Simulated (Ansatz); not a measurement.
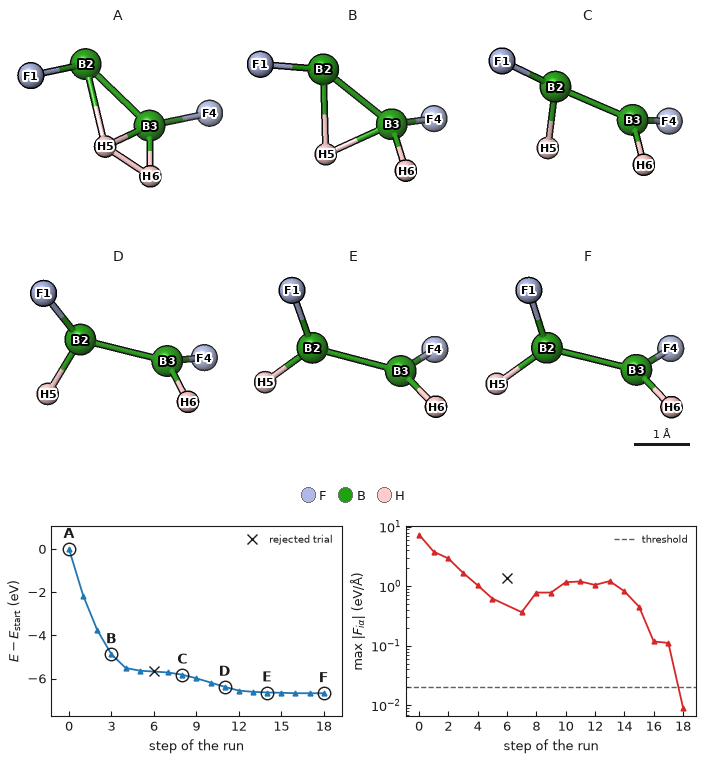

Frames of a relaxation of B₂H₂F₂, marked on the history of the run. A ball-and-stick model, seen at a tilt.

The run prepares an end point of a later path (hydrogen shift) calculation, from a guessed geometry.

These are results of Ansatz 0.2.0, RKS B3LYP/def2-SVP, not measurements. Settings: no spin polarisation; force threshold 0.02 eV/Å; at most 50 steps.

Q: Describe the path.

A: The energy falls by 6.680 eV in 17 accepted moves (18 points after the start). The largest force component goes from 7.4 to 0.0091 eV/Å. The line search rejected the trial step at point 6 of the run. The largest move after the best rigid fit is that of H5, 1.64 Å. Largest moves by element: H 1.64 Å, B 0.85 Å, F 0.71 Å. Near-neighbour distances that change, for instance: H5–H6 1.002 → 3.381 Å, B3–H5 1.170 → 2.593 Å, B2–H5 1.679 → 1.216 Å, B3–F4 1.546 → 1.329 Å. Bonds break: B3–H5 (1.17 → 2.59 Å). Among the angles between lasting bonds that change: F4–B3–H6 120.4° → 115.8°, B2–B3–F4 117.7° → 120.9°. From step 0 to 3: H5 moves most (0.60 Å), energy −4.874 eV. From step 3 to 8: H5 moves most (0.42 Å), energy −0.947 eV. From step 8 to 11: H5 moves most (0.54 Å), energy −0.563 eV. From step 11 to 14: H5 moves most (0.31 Å), energy −0.262 eV. From step 14 to 18: H5 moves most (0.09 Å), energy −0.035 eV.
